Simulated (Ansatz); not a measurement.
C$_{2}$H$_{3}$FOSi

```xyz
8

C    -0.5092    1.7779    1.0674
C    -0.2082    0.8729    0.3297
Si    0.2013   -0.5061   -0.7848
O     0.0075   -1.9349   -0.0361
F     1.7145   -0.2993   -1.2313
H    -0.7724    2.5817    1.7170
H    -0.6358   -0.5272   -1.9919
H     0.2945   -2.0221    0.8742
```

Geometry: PBE0-D4/def2-TZVP.

All numbers below come from Ansatz 0.2.0, RKS PBE0-D4/def2-TZVPP.

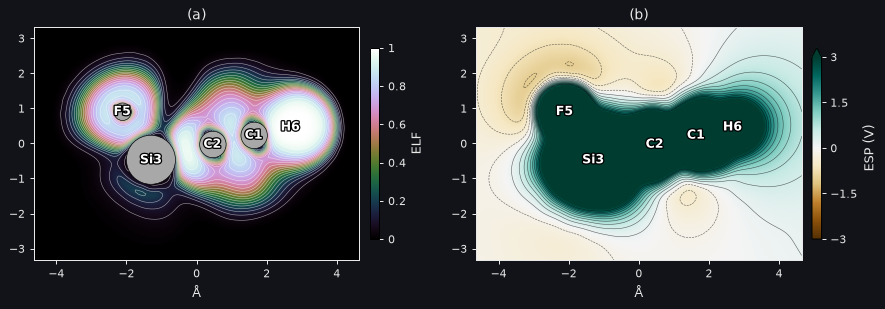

Figure 1. (a) ELF; (b) electrostatic potential on the plane of atoms C2, Si3 and F5. Grey discs cover the atomic cores in the ELF map.

**Interpret the plot.**

Atoms in the plane: C, Si, F and H.
C–C (1.21 Å): the ELF peaks at about 0.85 between the atoms (a multiple bond).
Si–F (1.59 Å): the ELF peaks at about 0.85 in the valence shell of F, 0.6 Å from its nucleus, and is about 0.45 at the midpoint.
C–Si (1.82 Å): the ELF peaks at about 0.95 between the atoms (a covalent bond).
C–H (1.07 Å): the ELF climbs to about 1 towards the hydrogen, as it does in any bond to H; an ordinary covalent bond to hydrogen.
The ELF also peaks beside F5, away from the bonds: lone-pair regions.
Outside the dense part of the molecule the potential is most negative (−1.0 V) near F5.

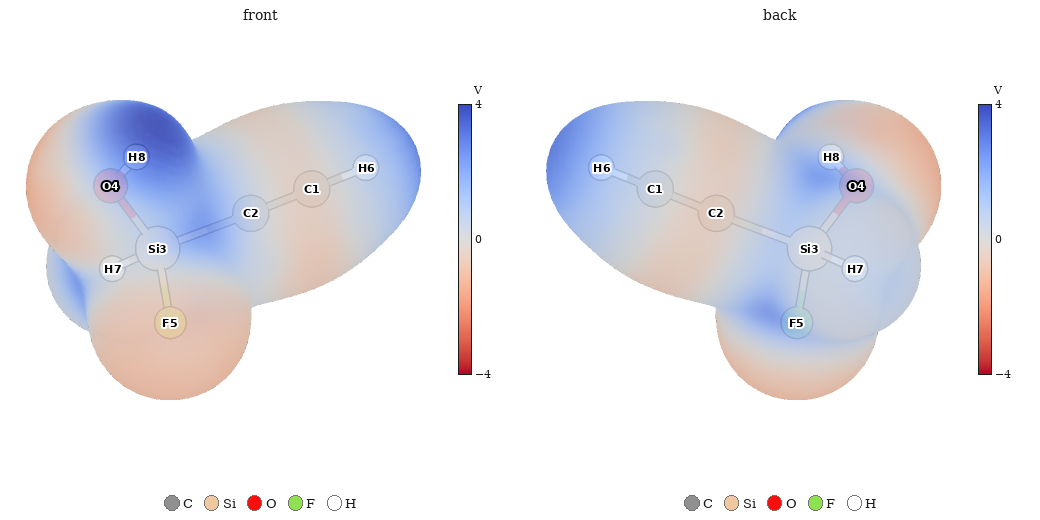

Figure 2. The molecular electrostatic potential painted on the density surface at 0.004 e/bohr³, seen from the front and from behind; red is negative and blue positive.

**Which sites attract a positive test charge, and which a negative one?**

A positive charge is drawn to the negative regions and a negative charge to the positive ones. The most negative region (about −1.2 V) lies over O4, the most positive (about +3.8 V) over H8. O4 is the likeliest acceptor of a hydrogen bond.

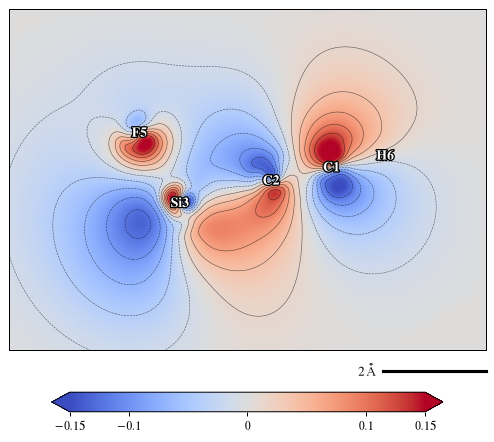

Figure 3. One frontier orbital on the plane of atoms C2, Si3 and F5 (values in Å⁻³ᐟ²; the overall sign is arbitrary).

**Which orbital is it: HOMO or LUMO?**

The LUMO, at −0.54 eV. By Hirshfeld shares it lies mainly on C1 (about 30 %), Si3 (about 25 %) and C2 (about 25 %).

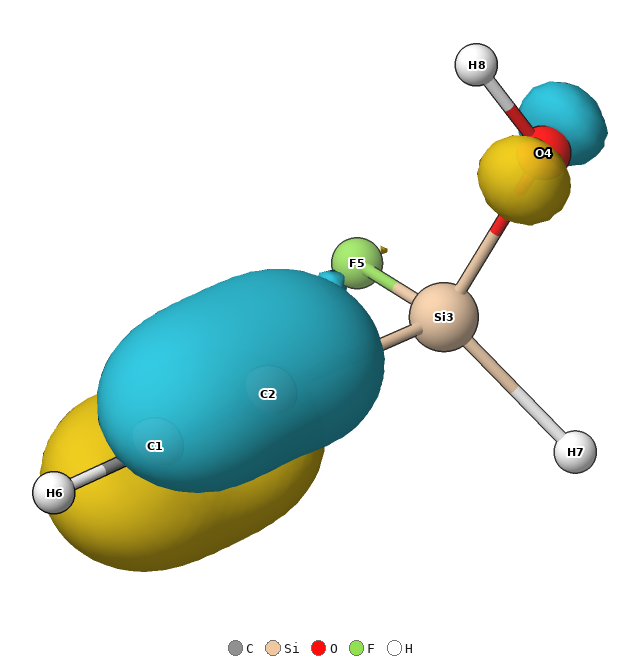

Figure 4. One frontier orbital at ±0.2 Å⁻³ᐟ² (yellow and cyan are the two phases), seen at an oblique angle.

**Which orbital is it: HOMO or LUMO?**

The HOMO, at −8.73 eV. It lies mainly on C1 (about 45 %) and C2 (about 40 %); π-bonding across C1–C2.
